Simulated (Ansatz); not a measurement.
```tsv
atom	x (Å)	y (Å)	z (Å)
N	0.8149	0.2579	0.6686
C	-0.1508	0.1776	-0.1044
Cl	-1.0375	1.5647	-0.5829
Br	-0.8233	-1.4336	-0.8890
H	1.2466	-0.6403	0.8663
```

Geometry: PBE0-D4/def2-TZVP.

Computed with RKS PBE0-D4/def2-TZVPP (Ansatz 0.2.0).

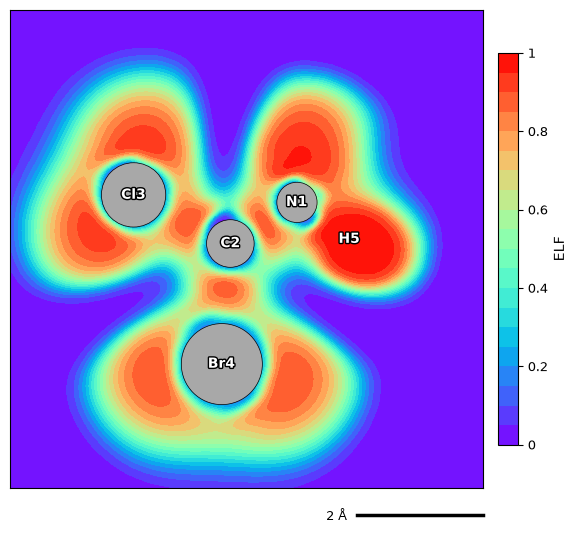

CHBrClN (SMILES N=C(Cl)Br). Electron localisation function on the molecular plane. Grey discs cover the atomic cores.

**What does the map show?**

Atoms in the plane: N, C, Cl, Br and H.
C–N (1.24 Å): the ELF peaks at about 0.90 between the atoms (a short, multiple covalent bond).
C–Cl (1.71 Å): the ELF peaks at about 0.90 between the atoms (localised, covalent bonding).
C–Br (1.91 Å): the ELF peaks at about 0.85 between the atoms (a covalent bond).
N–H (1.02 Å): the ELF climbs to about 1 towards the hydrogen, as it does in any bond to H; an ordinary covalent bond to hydrogen.
The ELF also peaks beside Br4, Cl3 and N1, away from the bonds: lone-pair regions.
